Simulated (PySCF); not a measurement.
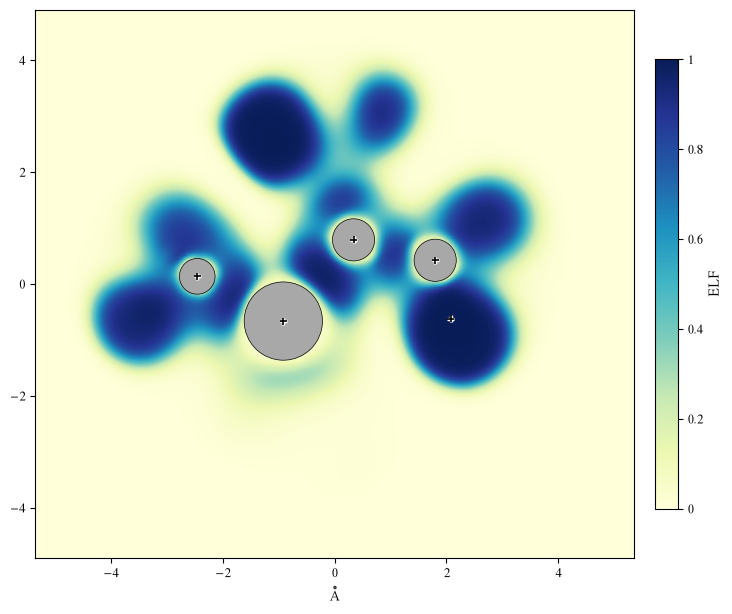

The electron localisation function on a plane through atoms (crosses mark nuclei in the plane; grey discs cover the cores).

Computed with PBE0/pcSseg-1, SCF density, gas phase, non-relativistic in PySCF 2.14.0.

Candidates:
A. C4H4O2Si (SMILES O=c1cc([SiH3])c1=O)
B. C5H15BN2Si (SMILES CB[Si](N)(N)C1(C)CC1)
C. C2H11F2PSi3

Question: Which system is this?

Answer: Candidate B: C5H15BN2Si on the plane of atoms C6, C9 and H24, which holds Si, N, C and H. C–C (1.50 Å): the ELF peaks at about 0.85 between the atoms: a shared electron pair. Si–N (1.75 Å): the ELF peaks at about 0.90 between the atoms: a shared but strongly polarised pair.
